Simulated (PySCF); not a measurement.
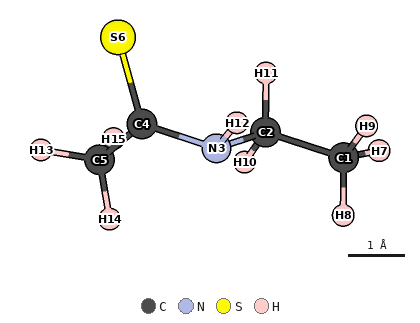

Figure 1. The structure (ball-and-stick view, seen at a tilt; atoms are numbered from 1 in the order of the input).

C₄H₉NS (charge −1): EPR calculation

C₄H₉NS, charge −1, multiplicity 2, computed with UKS B3LYP, pcH-1 on C H N S, non-relativistic, mean-field spin-orbit, GIAO (PySCF 2.14.0).

It belongs to a series of runs on one base structure; here: electron added.

What the program printed
```
UKS, coarse grid
  cycle   1  E = -610.69152492  |g| = 4.07e-01
  cycle   2  E = -610.67371276  |g| = 4.75e-01
  cycle   3  E = -610.79762493  |g| = 4.28e-02
  cycle   4  E = -610.79752665  |g| = 4.20e-02
  cycle   5  E = -610.79837870  |g| = 6.72e-03
  cycle   6  E = -610.79839943  |g| = 2.88e-03
  cycle   7  E = -610.79840424  |g| = 1.07e-03
  cycle   8  E = -610.79840463  |g| = 3.26e-04
UKS, final grid
  cycle   1  E = -610.79842856  |g| = 3.83e-04
  cycle   2  E = -610.79842847  |g| = 5.88e-04
  cycle   3  E = -610.79842864  |g| = 6.44e-05
  cycle   4  E = -610.79842864  |g| = 2.78e-05
E = -610.79842864 Eh   <S^2> = 0.7542 (exact 0.7500)
g shifts (ppm)      1          2          3
  rmc          -177       -177       -177
  gc             -0         15         33
  oz_so        -352       6063       7244
  total        -529       5901       7100
hyperfine (MHz)  atom isotope    a_iso     a_fc   dipolar eigenvalues
    0   13C      -2.36      -2.36     -0.63     -0.38      1.01
    1   13C      49.45      49.47     -4.95     -4.41      9.36
    2   14N      15.59      15.58     -1.88     -1.31      3.19
    3   13C     160.35     160.08    -62.41    -61.18    123.59
    4   13C     -15.71     -15.72     -2.08     -0.61      2.69
    5   33S       6.81       6.74    -27.55    -22.72     50.27
    6    1H       1.54       1.54     -1.05     -0.58      1.63
    7    1H       0.23       0.23     -1.29     -0.82      2.12
    8    1H       0.05       0.05     -1.11     -0.92      2.03
    9    1H       1.19       1.19     -3.64     -1.32      4.96
   10    1H      -0.20      -0.21     -3.75     -0.71      4.46
   11    1H       2.86       2.82     -5.51     -2.70      8.21
   12    1H      22.32      22.31     -4.52     -3.42      7.94
   13    1H      18.42      18.43     -4.80     -3.41      8.22
   14    1H      85.46      85.45     -3.91     -2.78      6.69
```

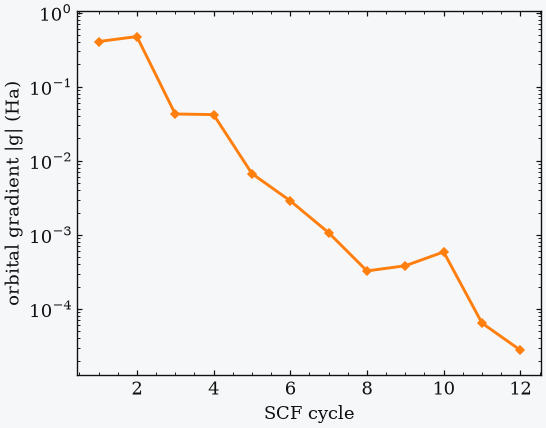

Figure 2. Convergence of the self-consistent field: orbital gradient |g| against the SCF cycle. All cycles printed in the log are drawn one after another.

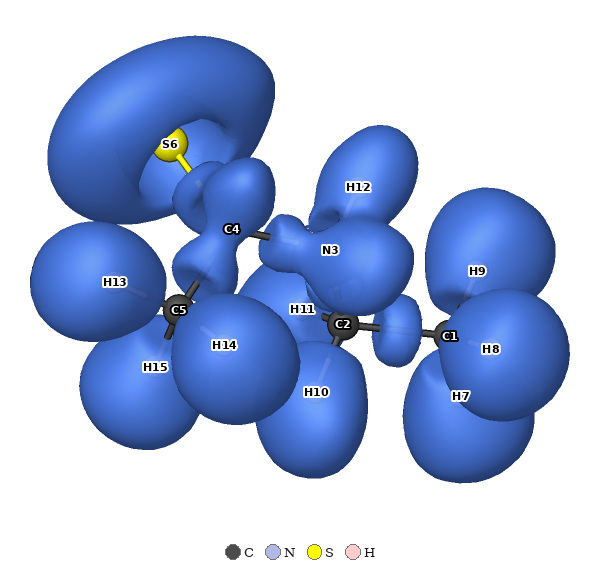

Figure 3. Isosurface of the ELF at 0.75 (blue), seen at a tilt. Core shells and regions of very low density are left out.

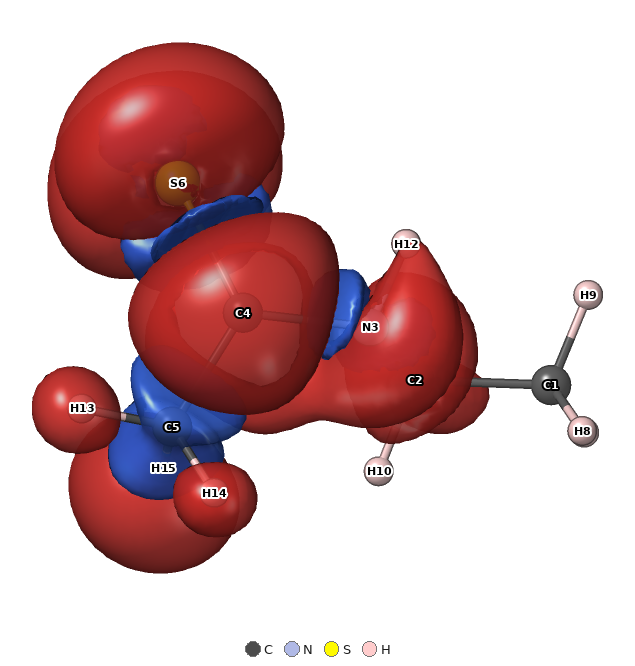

Figure 4. Isosurfaces of the spin density at +0.004 (red) and −0.004 e/Å³ (blue), seen at an oblique angle. The unpaired spin (1 electron) lies mostly on C4 (about 0.5) and S6 (about 0.3), in electrons by Hirshfeld's partition.

The run was set up as follows.

The input
```
{"job": {"kind": "epr", "basis": "pcH-1"}, "charge": -1, "multiplicity": 2}
C      2.280748    -0.000584     0.149808
C      0.823331    -0.363002    -0.116180
N     -0.015842     0.836482    -0.118911
C     -1.400611     0.632094    -0.417993
C     -2.154444    -0.196646     0.576943
S     -1.930931     0.684957    -2.049420
H      2.890317    -0.898728     0.251457
H      2.353316     0.582758     1.065921
H      2.677537     0.596620    -0.670169
H      0.457452    -1.014812     0.684760
H      0.749143    -0.925130    -1.065869
H      0.343393     1.472513    -0.829467
H     -3.225133    -0.055079     0.424888
H     -1.896459     0.109703     1.596321
H     -1.956230    -1.280501     0.495998
```

The first line tells a small driver script what to run in PySCF; the rest is the geometry in Å.

Launched with:
```bash
OMP_NUM_THREADS=1 python <driver script> task.json out
```

Results in brief

- outcome: converged
- total energy: −610.798429 hartree
- ⟨S²⟩: 0.754
- isotropic g: 2.0065
- hardware: 1 CPU thread, shared host
- wall time: 49 s
- peak memory: 0.98 GiB
